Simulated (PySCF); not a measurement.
```xyz
22

C     4.0775   -0.2341    0.5468
C     3.5055    0.6062    1.3921
F     4.2191    0.9906    2.4890
Si    1.7785    1.3816    1.3000
O     1.0886    0.8310   -0.0447
Si    0.1180    0.0997   -1.1370
Si   -1.7578   -0.6815   -0.0307
C    -2.9367    0.7417    0.4540
C    -2.7195   -1.8779   -1.1623
H     3.5404   -0.5527   -0.3265
H     5.0742   -0.6170    0.6955
H     1.8782    2.8333    1.1686
H     0.9878    0.9580    2.4566
H     0.9799   -0.9248   -1.7453
H    -0.0852    1.1473   -2.1475
H    -1.4625   -1.4210    1.2194
H    -2.4280    1.4790    1.0692
H    -3.7956    0.3832    1.0150
H    -3.3154    1.2570   -0.4250
H    -2.1339   -2.7630   -1.3923
H    -2.9799   -1.4072   -2.1064
H    -3.6435   -2.2099   -0.6988
```

Geometry: GFN2-xTB.

Method: PBE0/pcSseg-1, SCF density, gas phase, non-relativistic (PySCF 2.14.0).

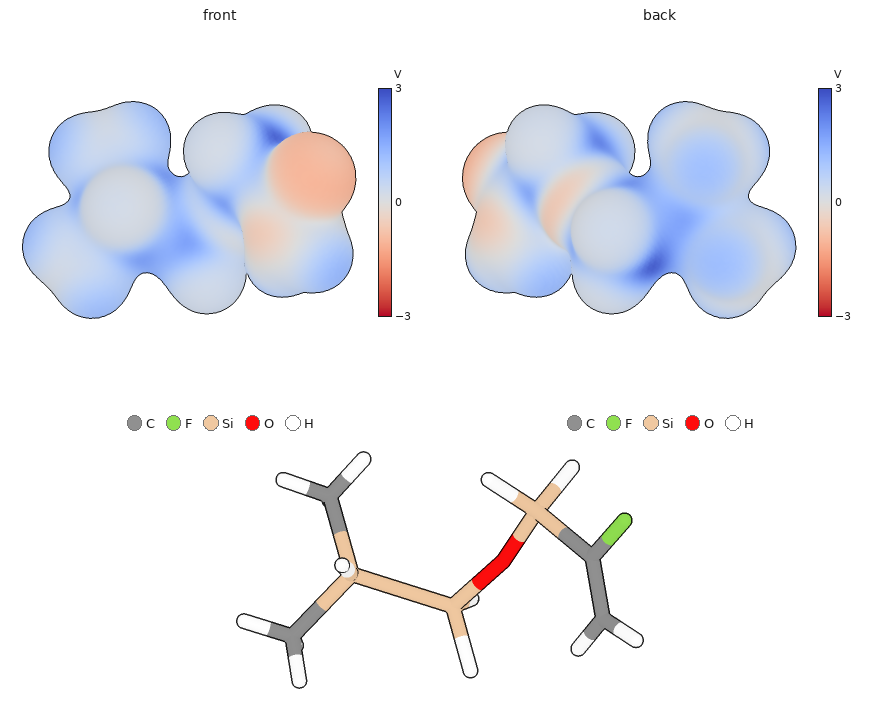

C4H13FOSi3 (SMILES C=C(F)[SiH2]O[SiH2][SiH](C)C). The electrostatic potential painted on the density surface at 0.004 e/bohr³, seen from the front and from behind; red is negative and blue positive. The bare structure is drawn below in the same view.

### Where is the surface potential most negative and most positive?

The most negative region (about −1.0 V) lies over F3, the most positive (about +2.5 V) over Si4 and Si6.
